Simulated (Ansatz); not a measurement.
```xyz
9

N     1.7497   -0.2766   -1.4402
O    -0.9493   -1.1462   -0.8570
P    -2.2976   -0.3209   -1.3484
Si    0.5615   -0.6899   -0.2688
H     0.3663    0.5135    0.5788
H     1.0422   -1.8781    0.4671
H     1.7383    0.6285   -1.8946
H    -1.9499    0.9967   -0.8646
H     2.1503   -0.9838   -2.0449
```

Geometry: B3LYP/6-31G*.

Level of theory: Ansatz, isolated molecule in a Gaussian basis; Kohn-Sham density functional theory, functional PBE0.

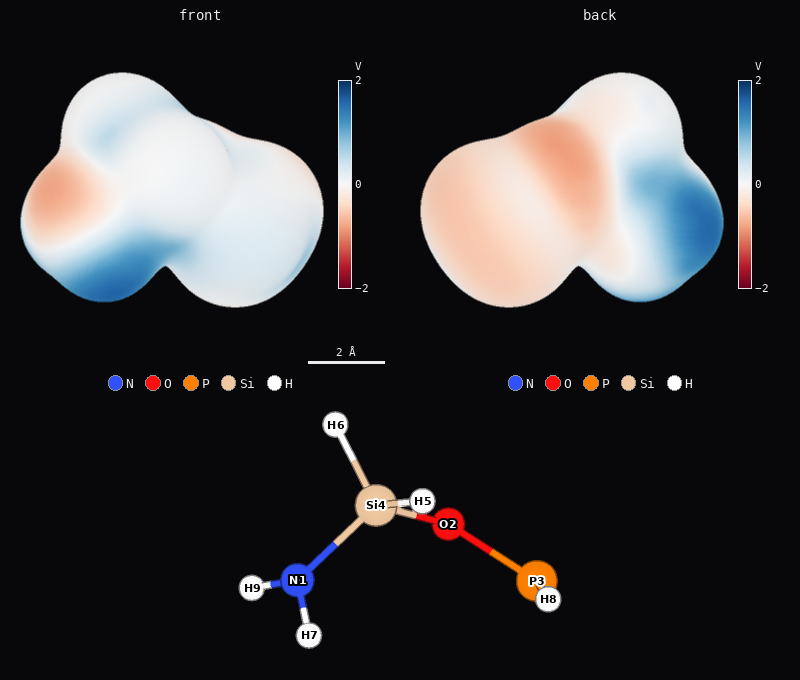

H5NOPSi (SMILES N[SiH2]O[PH]) (doublet). The electrostatic potential painted on the density surface at 0.001 e/bohr³, seen from the front and from behind; the colour scale runs from red (negative) to blue (positive). The bare structure is drawn below in the same view.

**Describe the electrostatic potential map.**

The most negative region (about −0.8 V) lies over N1 and O2, the most positive (about +1.5 V) over H7 and H9.

**What dipole moment does the calculation give?**

Its dipole moment is 1.80 D.
